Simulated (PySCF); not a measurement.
# C4H12Al (SMILES [CH3][Al-]([CH3])([CH3])[CH3]) (charge −1): what the fields show

```xyz
17

Al   -0.0031    0.0048    0.0044
C    -0.0005   -0.0351    2.0384
H    -1.0224   -0.0290    2.4646
H     0.5281    0.8345    2.4752
H     0.5010   -0.9390    2.4361
C     1.9140   -0.0007   -0.6731
H     1.9700    0.0100   -1.7791
H     2.4718   -0.8969   -0.3386
H     2.4892    0.8778   -0.3216
C    -0.9537    1.6800   -0.6478
H    -0.9809    1.7412   -1.7533
H    -0.4670    2.6102   -0.2950
H    -2.0052    1.7264   -0.3036
C    -0.9694   -1.6405   -0.7016
H    -2.0227   -1.6924   -0.3634
H    -0.4859   -2.5812   -0.3727
H    -0.9915   -1.6707   -1.8084
```

Geometry: PBE0-D3(BJ)/def2-SVP.

All numbers below come from PBE0/pcSseg-1 Al:pcSseg-2, SCF density, gas phase, non-relativistic in PySCF.

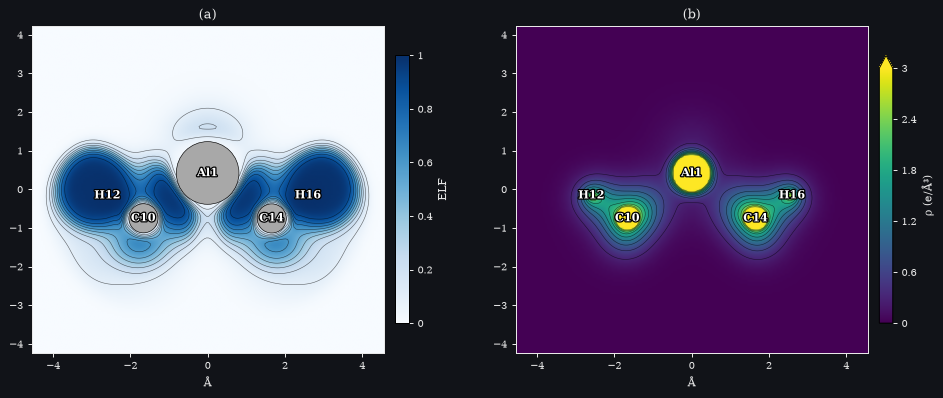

Figure 1. (a) electron localisation function; (b) electron density on the plane of atoms C10, Al1 and C14. Grey discs cover the atomic cores in the ELF map.

Describe what can be read from this map.

- The section cuts through Al, C and H sites.
- C–Al (2.03 Å): the density is about 0.64 e/Å³ at the midpoint; the ELF peaks at about 0.95 between the atoms: a polar covalent bond.
- C–H (1.11 Å): the density is about 1.8 e/Å³ at the midpoint; the ELF climbs to about 1 towards the hydrogen, as it does in any bond to H (a covalent bond by its length).

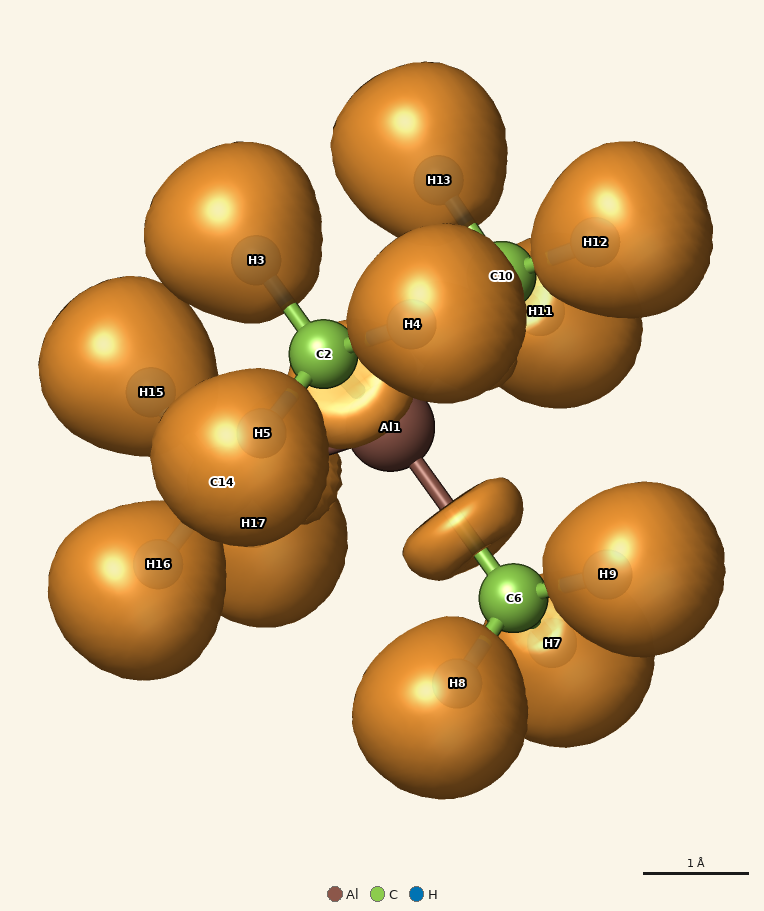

Figure 2. Isosurface of the electron localisation function at 0.85 (orange), seen at an oblique angle. Core shells and regions of very low density are left out.

Describe the localisation domains.

The surface consists of four regions between bonded Al–C atoms (shared pairs) and twelve regions around hydrogen nuclei.
